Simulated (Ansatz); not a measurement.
## Run report: C3H4O, single-point calculation

- system: C3H4O
- method: RKS wB97M-V/def2-QZVPP (Ansatz 0.2.0)

The geometry comes from this level: PBE0-D4/def2-TZVP.

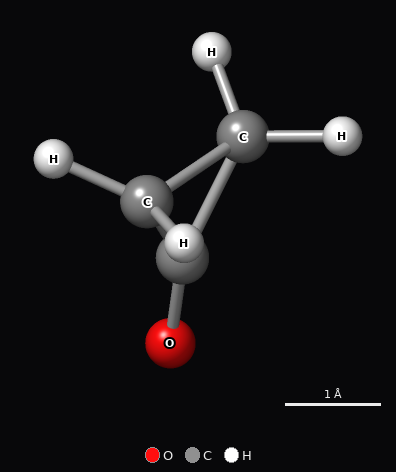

Figure 1. The structure as given in the input (ball-and-stick view, seen at a tilt). Bond lengths as drawn: C–C 1.46 to 1.56 Å, C–H 1.09 Å and C–O 1.19 Å.

## Input
```yaml
crystal:
  periodic: [false, false, false]
  atoms:
    - {symbol: O, position_ang: [-1.855036, 0.501649, 0.856902]}
    - {symbol: C, position_ang: [-0.806141, 0.215746, 0.371394]}
    - {symbol: C, position_ang: [0.542550, 0.641250, 0.003636]}
    - {symbol: C, position_ang: [0.022797, -0.803377, -0.268543]}
    - {symbol: H, position_ang: [0.667794, 1.299725, -0.849696]}
    - {symbol: H, position_ang: [1.281267, 0.770597, 0.787860]}
    - {symbol: H, position_ang: [-0.187210, -1.076732, -1.297436]}
    - {symbol: H, position_ang: [0.426180, -1.606058, 0.340082]}
basis:
  gaussian: {orbitals: "def2-QZVPP.json"}
hamiltonian: {xc: {name: wB97M-V}}
output: {orbitals: {seedname: orbitals}}
```

Launched with:
```bash
ansatz run in.yaml --threads 4 --pin off --events-out ev --progress --plain --max-ram 10444MiB
```

## What the program printed
```
Functional definition: wB97M-V
  name "wB97M-V"
  cite "Mardirossian & Head-Gordon, J. Chem. Phys. 144, 214110 (2016) doi:10.1063/1.4952647"
  cite "Becke, J. Chem. Phys. 107, 8554 (1997) doi:10.1063/1.475007"
  cite "Vydrov & Van Voorhis, J. Chem. Phys. 133, 244103 (2010) doi:10.1063/1.3521275"
  # Of w^i u^j: cxij and so on, Table III.
  parameter omega = 0.3/bohr
  parameter cx = 0.15
  parameter cx01 = 1.007
  parameter cx10 = 0.259
  parameter css00 = 0.443
  parameter css04 = -1.437
  parameter css10 = -4.535
  parameter css20 = -3.390
  parameter css43 = 4.278
  parameter cos00 = 1.000
  parameter cos10 = 1.358
  parameter cos20 = 2.924
  parameter cos21 = -8.812
  parameter cos60 = -1.390
  parameter cos61 = 9.142
  parameter b = 6.0
  parameter c = 0.01
  gx(w, u) = 1 - cx + cx01*u + cx10*w
  gss(w, u) = css00 + css04*u^4 + css10*w + css20*w^2 + css43*w^4*u^3
  gos(w, u) = cos00 + cos10*w + (cos20 + cos21*u)*w^2 + (cos60 + cos61*u)*w^6
  exchange = spin_sum(e_x_unif_sr(omega)*gx(b97_w, b97_u_x)) + cx*exact_x_sr(omega) + exact_x_lr(omega)
  correlation = spin_sum(e_c_pw_mod_same_spin*gss(b97_w, b97_u_same))
      + integral(e_c_pw_mod_opposite_spin*gos(b97_w_opposite, b97_u_opposite)) + vv10(b, c)
943 factors; their error is unknown
260 factors; integrals over basis functions are off by at most 7.0e-6 eV
mean field evaluation 1: about -5217.2495 eV, gradient 4.8e1 eV
mean field evaluation 2: about -5218.6879 eV, gradient 4.3e1 eV
mean field evaluation 4: about -5221.6819 eV, gradient 2.5e0 eV
mean field evaluation 8: about -5221.7004 eV, gradient 5.8e-2 eV
mean field evaluation 16: about -5221.6970 eV, gradient 2.2e-5 eV
mean field -5221.69703575 eV, -191.8938266705 hartree, gradient 2.3e-5 eV, S^2 0.000000; 0 other end points of the search recorded, 0 dependent functions left out
reference -5221.69708695 eV, -191.8938285519 hartree; 15, 15 occupied and 333, 333 virtual orbitals, 943 factors
Total energy: -5221.69708695 eV, -191.8938285519 hartree
```

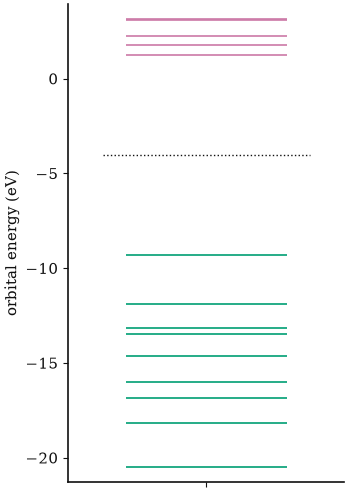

Figure 2. Orbital energies near the frontier; the dotted line parts filled from empty levels, and levels within 0.02 eV of each other stand side by side. Highest filled −9.33 eV, lowest empty 1.22 eV, 10.55 eV apart.

## Summary

| quantity | value |
| --- | --- |
| outcome | converged |
| total energy | −5221.6971 eV |
| SCF solution under orbital rotations | stable |
| HOMO | −9.33 eV |
| LUMO | 1.22 eV |
| hardware | 4 threads of Arm Neoverse V2, 23 GiB of memory available, shared host |
| wall time | 7.5 s (CPU time 28 s) |
| peak memory | 1.1 GiB |
